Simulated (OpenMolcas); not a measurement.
# C2H5Si (SMILES C=C[SiH2]): levels of theory compared

Aim: a comparison of 6 runs (UHF/STO-3G, UB3LYP/6-31G*, U-revPBE/aug-cc-pVDZ, UM06-2X/aug-cc-pVDZ, USVWN5/aug-cc-pVDZ, ROMP2/aug-cc-pVDZ) of C2H5Si. 

The calculation is run with OpenMolcas 26.06.

### 1 The molecule

C2H5Si has 8 atoms, charge 0, and is taken as a doublet. As SMILES, `C=C[SiH2]`. The C2–Si3 distance was set to 2.388 Å, away from the relaxed value.

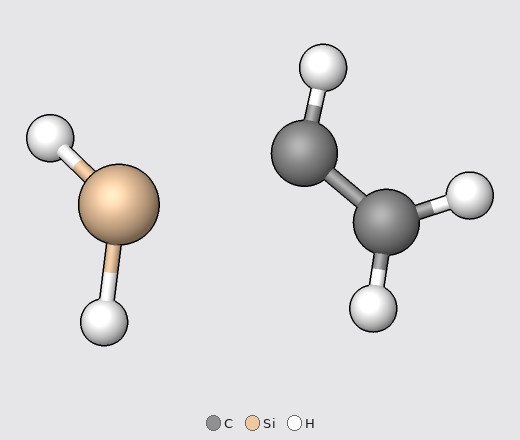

The structure, seen from a chosen angle (carbon grey, silicon light orange, hydrogen white).

### 2 A single-point energy at UHF/STO-3G (run 1)

Input file input.xyz:

```xyz
8

C     -0.781848     1.308938    -1.022207
C     -0.730948     0.727638     0.182293
Si     0.886400    -0.913500     0.807600
H     -0.107048     1.023638    -1.824207
H     -1.502248     2.087138    -1.256007
H     -1.429948     1.067938     0.944893
H      1.531500    -1.544100    -0.375100
H      0.360000    -1.921200     1.765400
```

Input file mol.inp:

```
&gateway
 baslib=$CurrDir
 coord=input.xyz
 basis=STO-3G
 group=NoSym

&seward

&scf
 uhf
 spin=2
 thresholds=1e-10 1e-07 1e-07 1e-05
 prorbitals=0
```

The basis set STO-3G is read from a file made from the Basis Set Exchange's data (not shown).

Launch:

```bash
$ export MOLCAS_MEM=1860
$ pymolcas mol.inp > mol.log
```

What it wrote:

```text
--- Start Module: gateway ---
[...]
--- Stop Module: gateway /rc=_RC_ALL_IS_WELL_ ---
--- Start Module: seward ---
[...]
      Basis functions           24
--- Stop Module: seward /rc=_RC_ALL_IS_WELL_ ---
--- Start Module: scf ---
[...]
       Convergence after  32 Iterations
[...]
::    Total SCF energy                               -363.1444368534
[...]
      Total spin, S                                     0.7228559159
[...]
      Total electronic charge=   31.000000
      Total            charge=   -0.000000
[...]
      Dipole Moment (debye):
      Origin of the operator (angstrom)=    0.0963   -0.0070    0.2063
                   X=  8.0238E-01               Y= -2.3083E-01               Z=  6.4932E-01           Total=  1.0577E+00
      Quadrupole Moment (debye*angstrom):
[...]
--- Stop Module: scf /rc=_RC_ALL_IS_WELL_ ---
[...]
```

Wall time 3.3 s (1 thread of Intel Xeon Platinum 8259CL at 2.50GHz (Skylake/Cascade Lake), shared host); peak memory 0.37 GiB.

### 3 A single-point energy at UB3LYP/6-31G(d) (spherical functions) (run 2)

Input file struct.xyz:

```xyz
8

C     -0.781848     1.308938    -1.022207
C     -0.730948     0.727638     0.182293
Si     0.886400    -0.913500     0.807600
H     -0.107048     1.023638    -1.824207
H     -1.502248     2.087138    -1.256007
H     -1.429948     1.067938     0.944893
H      1.531500    -1.544100    -0.375100
H      0.360000    -1.921200     1.765400
```

Input file job.inp:

```
&GATEWAY
  BasLib
  $CurrDir
  Coord
  struct.xyz
  Basis
  6-31Gs
  Group
  NoSym

&SEWARD
  GridInput
  Grid=UltraFine
  End of Grid

&SCF
  UHF
  Spin
  2
  KSDFT
  B3LYP
  Thresholds
  1e-10 1e-07 1e-07 1e-05
  PrOrbitals
  1
```

The basis set 6-31G* is read from a file made from the Basis Set Exchange's data (not shown).

Launch:

```bash
$ export MOLCAS_MEM=1860
$ pymolcas job.inp > job.log
```

What it wrote:

```text
--- Start Module: gateway ---
[...]
--- Stop Module: gateway /rc=_RC_ALL_IS_WELL_ ---
--- Start Module: seward ---
[...]
      Basis functions           56
--- Stop Module: seward /rc=_RC_ALL_IS_WELL_ ---
[...]
--- Start Module: scf ---
[...]
       Convergence after  18 Iterations
[...]
::    Total KS-DFT energy                            -368.5851486707
[...]
      Total spin, S                                     0.5009811156
[...]
      Total electronic charge=   31.000000
      Total            charge=   -0.000000
[...]
      Dipole Moment (debye):
      Origin of the operator (angstrom)=    0.0963   -0.0070    0.2063
                   X= -5.5754E-02               Y= -7.2624E-02               Z= -6.6166E-02           Total=  1.1296E-01
      Quadrupole Moment (debye*angstrom):
[...]
--- Stop Module: scf /rc=_RC_ALL_IS_WELL_ ---
[...]
```

It took 35 s on 1 thread of Intel Xeon Platinum 8259CL at 2.50GHz (Skylake/Cascade Lake), shared host; peak memory 0.39 GiB.

Runs 3 to 5 aren't shown in full; the table further down has their settings and results.

### 4 A single-point energy at ROMP2/aug-cc-pVDZ (run 6)

Input file mol.input:

```
&gateway
baslib=$CurrDir
coord
8
angstrom
C       -0.781848       1.308938      -1.022207
C       -0.730948       0.727638       0.182293
Si       0.886400      -0.913500       0.807600
H       -0.107048       1.023638      -1.824207
H       -1.502248       2.087138      -1.256007
H       -1.429948       1.067938       0.944893
H        1.531500      -1.544100      -0.375100
H        0.360000      -1.921200       1.765400
basis=aug-cc-pVDZ
group=NoSym
&seward
&scf
uhf
spin=2
thresholds=1e-10 1e-07 1e-07 1e-05
prorbitals=1
&rasscf
fileorb=$Project.UnaOrb
spin=2
nactel=1 0 0
inactive=15
ras2=1
outorbitals=Canonical
orblisting=Nothing
&caspt2
ipea=0.0
frozen=7
```

The basis set aug-cc-pVDZ is read from a file made from the Basis Set Exchange's data (not shown).

Launch:

```bash
$ export MOLCAS_MEM=1860
$ pymolcas mol.input > mol.log
```

What it wrote:

```text
--- Start Module: gateway ---
[...]
--- Stop Module: gateway /rc=_RC_ALL_IS_WELL_ ---
[...]
      Basis functions          118
[...]
       Convergence after  24 Iterations
[...]
::    Total SCF energy                               -367.4715199400
[...]
      Total spin, S                                     0.5372328734
[...]
--- Start Module: rasscf ---
[...]
      Number of active orbitals                  1
[...]
      Spin quantum number                      0.5
[...]
      Active orbitals                            1
[...]
      Number of CSFs                             1
[...]
      Number of root(s) required                 1
[...]
      Convergence after 11 iterations
[...]
      printout of CI-coefficients larger than  0.05 for root  1
      energy=    -367.469606
      conf/sym  1     Coeff  Weight
             1  u   1.00000 1.00000
      Natural orbitals and occupation numbers for root  1
      sym 1:   1.000000
      ************************************************************************************************************************
      *                                                    Final results                                                     *
[...]
::    RASSCF root number  1 Total energy:   -367.46960593
[...]
      Total electronic charge=   31.000000
      Total            charge=   -0.000000
[...]
      Dipole Moment (debye):
      Origin of the operator (angstrom)=    0.0963   -0.0070    0.2063
                   X=  1.6908E-01               Y= -3.3641E-01               Z=  5.8678E-02           Total=  3.8106E-01
      Quadrupole Moment (debye*angstrom):
[...]
--- Stop Module: rasscf /rc=_RC_ALL_IS_WELL_ ---
[...]
--- Start Module: caspt2 ---
[...]
 ###    WARNING: User changed nr of frozen orbitals.                         ###
 ###############################################################################
[...]
      E2 (Variational):          -0.3762640124
      Total energy:            -367.8458699416
[...]
      Reference weight:           0.85754
[...]
::    CASPT2 Root  1     Total energy:   -367.84586994
[...]
--- Stop Module: caspt2 /rc=_RC_ALL_IS_WELL_ ---
[...]
```

Run time: 53 s. Hardware: 1 thread of Intel Xeon Platinum 8259CL at 2.50GHz (Skylake/Cascade Lake), shared host; peak memory 0.74 GiB.

### 5 Overview of the runs

| run | level | integration grid | frozen core orbitals | energy (Eh) | dipole moment (D) | HOMO energy (eV) | LUMO energy (eV) | wall time |
| --- | --- | --- | --- | --- | --- | --- | --- | --- |
| 1 | UHF/STO-3G | – | – | -363.144437 | 1.06 | -6.02 | 5.89 | 3.3 s |
| 2 | UB3LYP/6-31G* (spherical functions) | UltraFine | – | -368.585149 | 0.11 | -5.73 | -2.83 | 35 s |
| 3 | U-revPBE/aug-cc-pVDZ | UltraFine | – | -368.516896 | 0.10 | -5.11 | -3.42 | 1.9 min |
| 4 | UM06-2X/aug-cc-pVDZ | UltraFine | – | -368.521855 | 0.29 | -6.99 | -2.48 | 3.1 min |
| 5 | USVWN5/aug-cc-pVDZ | UltraFine | – | -366.661543 | 0.12 | -5.09 | -3.94 | 73 s |
| 6 | ROMP2/aug-cc-pVDZ | – | 7 | -367.845870 | – | – | – | 53 s |

### 6 What came out

| quantity | value |
| --- | --- |
| run 6: total energy | -367.84587 Eh |

What this shows: Over runs 1, 2, 3, 4, 5 the dipole moment (its size) runs from 0.10 D (U-revPBE/aug-cc-pVDZ) to 1.06 D (UHF/STO-3G). The two ends differ in method and basis. The two dipoles point in opposite directions. Totals of different functionals can't be ranked against each other. In run 1 the basis is minimal, so the values are rough. Spin contamination of the reference: run 1 ⟨S²⟩ = 1.25. All runs together took 7.7 min, the longest 3.1 min.
